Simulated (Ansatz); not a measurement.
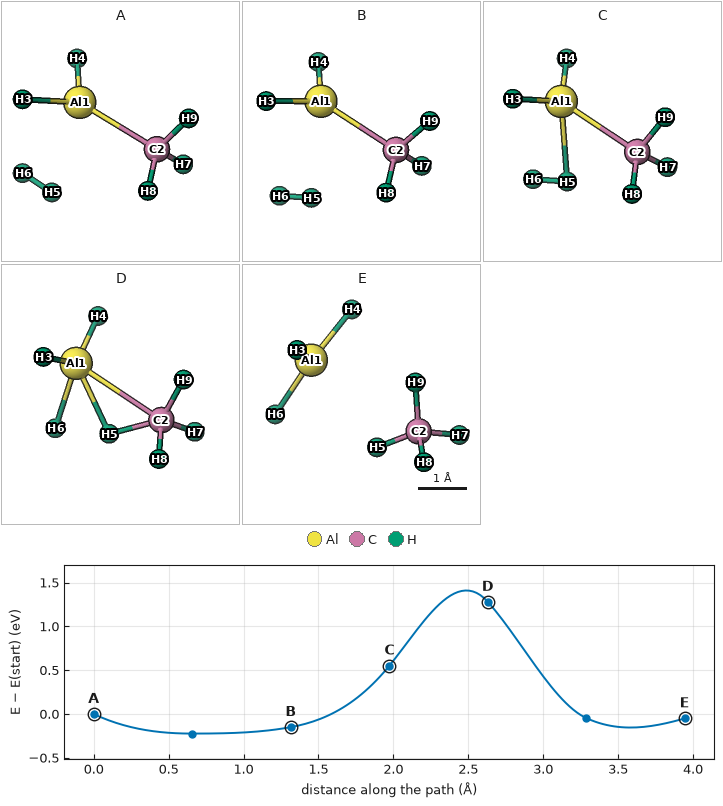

A search for the minimum-energy path of CH₇Al, made up of CH5Al and H2 by the nudged elastic band. Images are numbered from 0 (start) to 6 (end). Frames A to E are images 0, 2, 3, 4, 6. A ball-and-stick model, seen at a tilt.

Computed with RKS BLYP-D4/STO-3G in Ansatz 0.2.0. Settings: 5 movable images; climbing image.

**What happens along the path, and what is the barrier?**

Relative to the start the highest point is image 4 at +1.28 eV and the end lies at −0.05 eV, but the profile dips to −0.22 eV at image 1 on the way, so an end point isn't at the bottom of its valley along this path. Breaking: Al1–C2 (1.96 → 2.21 at the top → 2.78 Å), H5–H6 (0.76 → 1.25 at the top → 2.39 Å). Forming: Al1–H6 (2.24 → 1.61 at the top → 1.59 Å), C2–H5 (2.80 → 1.31 at the top → 1.10 Å). The band converged in 9 iterations. The largest component of the band force went from 3.3 to 0.094 eV/Å. No image climbed, so the highest image needn't lie on the saddle point, and the true maximum along this path can be higher. The largest force component is 1.43 eV/Å at the start and 1.37 eV/Å at the end; an end with forces this large is no minimum, and the barrier measured from it can be far off.

Limits of the set-up: the start holds two separate molecules, 2.2 Å apart at their closest, whose relative position is a soft coordinate; STO-3G is a minimal basis, so the numbers are rough.

Cost: 30 s on 2 threads of Arm Neoverse V1, on a shared host.
